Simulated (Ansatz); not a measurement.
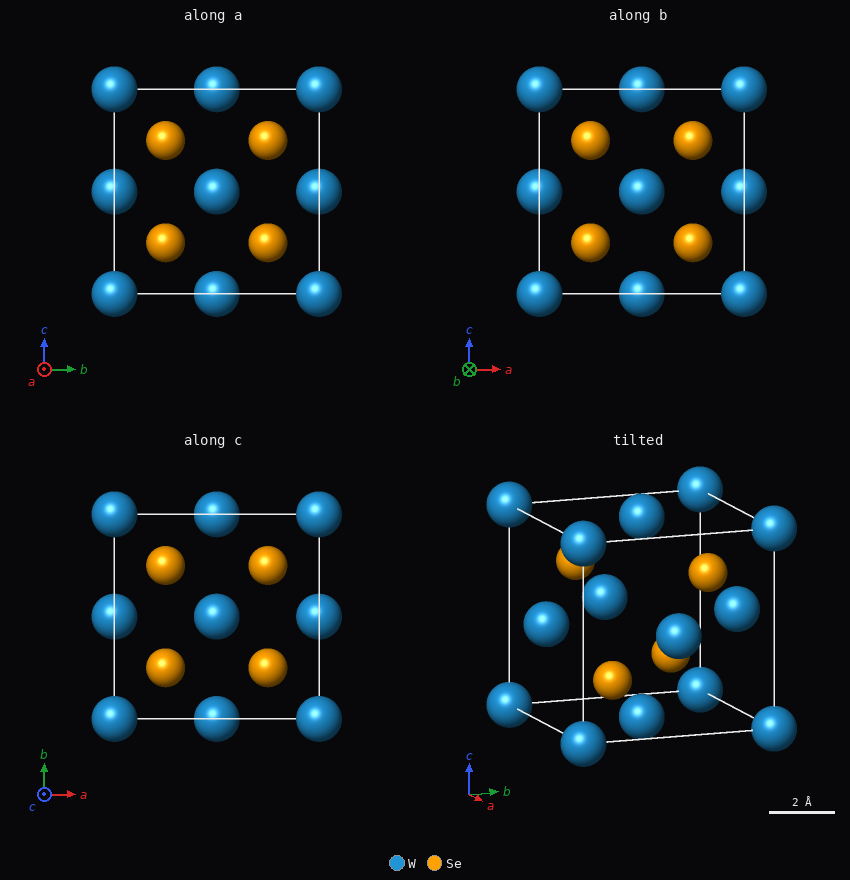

The image is a spheres-only drawing of a crystal, viewed along the a axis, along the b axis, along the c axis and slightly off an axis. The conventional unit cell is drawn as a box.

Lattice parameters: a = 6.3290 Å, b = 6.3290 Å, c = 6.3290 Å, α = 90.000°, β = 90.000°, γ = 90.000°.

Put the structure into a CIF in P1 with every atom of the cell.

```cif
data_structure
_symmetry_space_group_name_H-M 'P 1'
_symmetry_Int_Tables_number 1
_cell_length_a 6.3290
_cell_length_b 6.3290
_cell_length_c 6.3290
_cell_angle_alpha 90.000
_cell_angle_beta 90.000
_cell_angle_gamma 90.000
_cell_volume 253.51
loop_
_atom_site_label
_atom_site_type_symbol
_atom_site_fract_x
_atom_site_fract_y
_atom_site_fract_z
_atom_site_occupancy
W1 W 0.0000 0.0000 0.0000 1
Se1 Se 0.2500 0.2500 0.7500 1
W2 W 0.0000 0.5000 0.5000 1
Se2 Se 0.2500 0.7500 0.2500 1
W3 W 0.5000 0.0000 0.5000 1
Se3 Se 0.7500 0.2500 0.2500 1
W4 W 0.5000 0.5000 0.0000 1
Se4 Se 0.7500 0.7500 0.7500 1
```

The structure comes from a structure type filled with these elements by a generator (whether the compound takes this form wasn't checked). Earlier steps of the study, as a rule a relaxation of our own, may have changed the cell and positions, so they can lie some per cent off the listed ones. It went into a calculation with Ansatz.
